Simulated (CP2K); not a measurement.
Consider fluorosilane at its PBE geometry (Å).

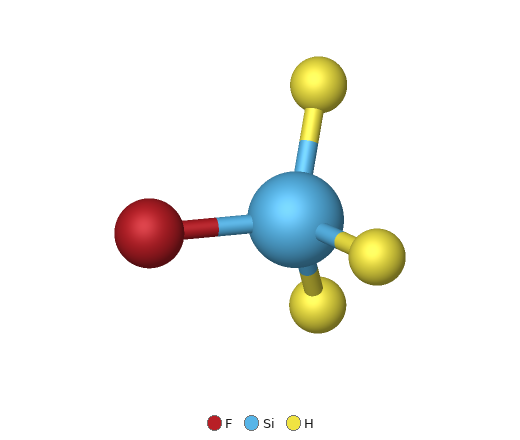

The molecule (fluorine red, silicon blue, hydrogen yellow).

```xyz
5

F     1.5459   -0.0330   -0.2516
Si   -0.0426    0.0010    0.0073
H    -0.5128    1.3992   -0.1753
H    -0.2999   -0.4619    1.3962
H    -0.6905   -0.9055   -0.9766
```

Method: CP2K XAS_TDP, all-electron GAPW, PBEh(45%), aug-pc-2, TDA, no relativity.

Question: Where do the F K-edge lines lie, and how strong are they?

Leading lines: F1 681.46 eV. The leading line of an atom is its first one with 35 % of the strongest within 2.5 eV of its lowest line over the strength cut. 

The first six lines of each atom with a strength over 0.0015:

| atom | energy (eV) | states | strength, one atom |
| --- | --- | --- | --- |
| F1 (bonded to Si) | 681.46 | 1 | 0.0098 |
|  | 683.22 | 1 | 0.0041 |
|  | 683.44 | 2 | 0.0147 |
|  | 684.27 | 1 | 0.0023 |
|  | 685.10 | 2 | 0.0099 |
|  | 685.31 | 1 | 0.0022 |

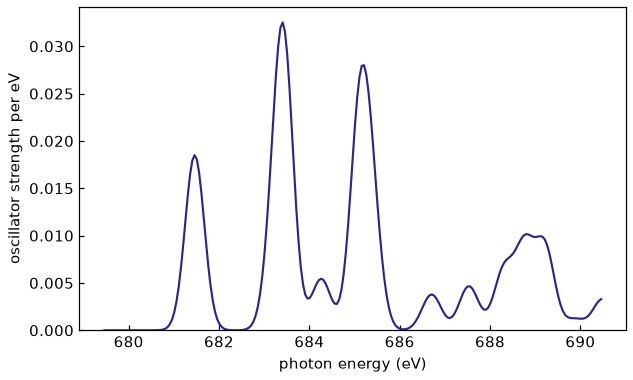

All atoms added, broadened by 0.5 eV.

Lines are vertical, at one geometry, with no vibrational structure. Without a correction of the core level, line positions, and the gaps between valence and Rydberg lines, follow the share of exact exchange. These values hold no scalar relativity, about 0.7 eV for F 1s. Rydberg lines, and the discretised continuum above threshold, depend on the basis and the box.

[Banner, clock and machine lines of the logs are left out without a mark of their own.]

[Logs are printed without paths, hosts, clocks, repeated set-up lines and the standing remarks that a program may print on its own settings, such as how far it seeks lower states.]

[Hosts, paths, dates, database ids (printed as entryN), source tags and the programs' standing remarks are cut or masked in the printed files.]
